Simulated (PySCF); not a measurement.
C$_{6}$H$_{16}$AlP

```yaml
atoms:
  - { symbol: C, position_ang: [3.0493, -0.8509, -0.3962] }
  - { symbol: C, position_ang: [1.8481, -0.6973, -0.9269] }
  - { symbol: C, position_ang: [1.0535, 0.5576, -0.8445] }
  - { symbol: P, position_ang: [-0.2507, 0.5306, 0.4774] }
  - { symbol: C, position_ang: [0.7472, 0.2077, 1.9845] }
  - { symbol: Al, position_ang: [-2.0225, 2.2503, 0.1763] }
  - { symbol: C, position_ang: [-1.0982, -1.0860, 0.2436] }
  - { symbol: C, position_ang: [-1.9011, -1.0682, -1.0508] }
  - { symbol: H, position_ang: [3.5903, -1.7786, -0.4705] }
  - { symbol: H, position_ang: [3.5487, -0.0467, 0.1189] }
  - { symbol: H, position_ang: [1.3811, -1.5216, -1.4492] }
  - { symbol: H, position_ang: [1.6919, 1.4147, -0.6121] }
  - { symbol: H, position_ang: [0.5308, 0.7651, -1.7820] }
  - { symbol: H, position_ang: [1.4103, -0.6440, 1.8341] }
  - { symbol: H, position_ang: [0.0746, 0.0129, 2.8179] }
  - { symbol: H, position_ang: [1.3361, 1.0949, 2.2128] }
  - { symbol: H, position_ang: [-1.9311, 2.3054, -1.3972] }
  - { symbol: H, position_ang: [-1.3967, 3.4272, 0.9999] }
  - { symbol: H, position_ang: [-3.1978, 1.4214, 0.8205] }
  - { symbol: H, position_ang: [-1.7783, -1.1909, 1.0947] }
  - { symbol: H, position_ang: [-0.3829, -1.9129, 0.2718] }
  - { symbol: H, position_ang: [-2.5331, -0.1775, -1.0714] }
  - { symbol: H, position_ang: [-2.5357, -1.9492, -1.1256] }
  - { symbol: H, position_ang: [-1.2455, -1.0441, -1.9186] }
```

Geometry: GFN2-xTB.

All numbers below come from PBE0/pcSseg-1, SCF density, gas phase, non-relativistic in PySCF.

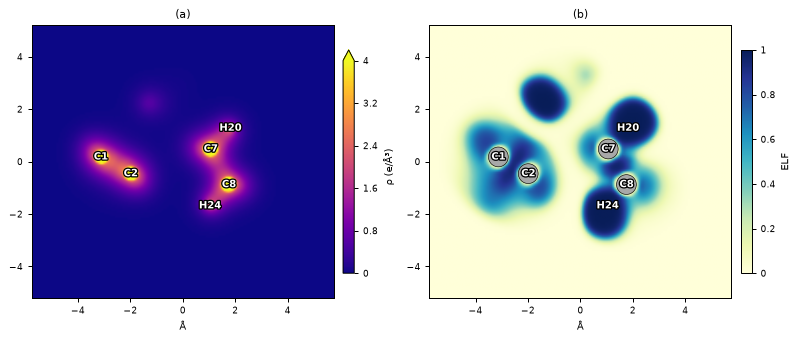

Figure 1. (a) electron density; (b) ELF on the plane of atoms C8, C7 and H20. Grey discs cover the atomic cores in the ELF map.

Q: Interpret the plot.

A: The section cuts through C and H sites. C–C (1.32 Å): ρ at the midpoint is about 2.3 e/Å³; the ELF peaks at about 0.95 between the atoms (a short, multiple covalent bond). C–H (1.09 Å): ρ is about 2 e/Å³ halfway; the ELF climbs to about 1 towards the hydrogen, as it does in any bond to H (a covalent bond by its length).

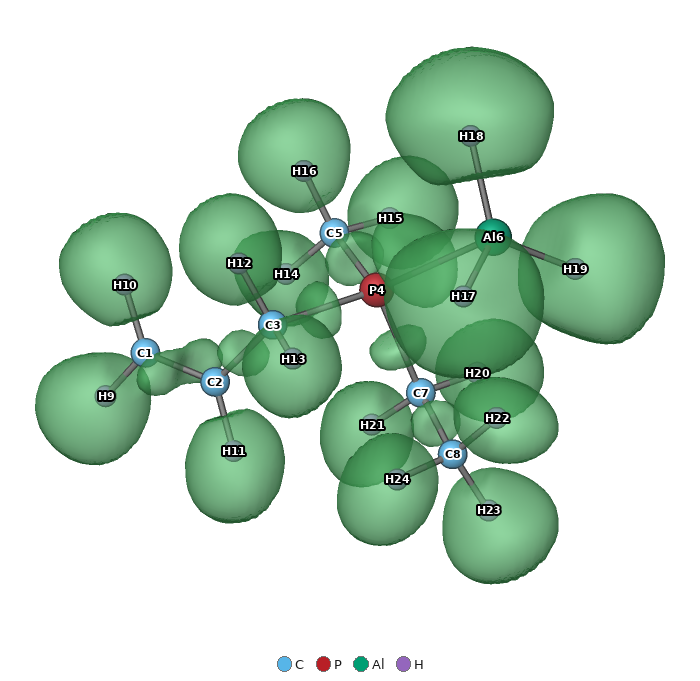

Figure 2. Isosurface of the ELF at 0.85 (green), seen at a tilt. Core shells and regions of very low density are left out.

Q: Describe the localisation domains.

A: The ELF exceeds this value in one region between bonded Al–P atoms (shared pairs), three regions between bonded C–C atoms (shared pairs), three regions between bonded C–P atoms (shared pairs) and 16 regions around hydrogen nuclei. Along the contacts the grid gives the following. C–P (1.84 Å): the ELF peaks at about 0.95 between the atoms; localised, covalent bonding.

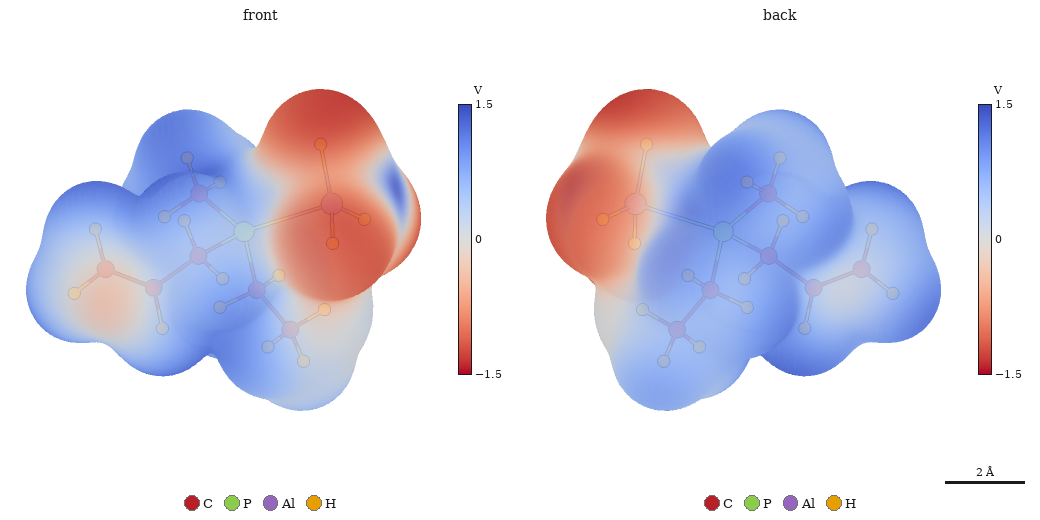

Figure 3. The molecular electrostatic potential painted on the density surface at 0.002 e/bohr³, seen from the front and from behind; red is negative and blue positive.

Q: Where is the surface potential most negative and most positive?

A: The most negative region (about −1.3 V, or −30 kcal/mol for a unit charge) lies over H18, the most positive (about +1.2 V, or +28 kcal/mol for a unit charge) over the C, H and P atoms.

Q: How polar is the molecule by this calculation?

A: Its dipole moment is 5.35 D.
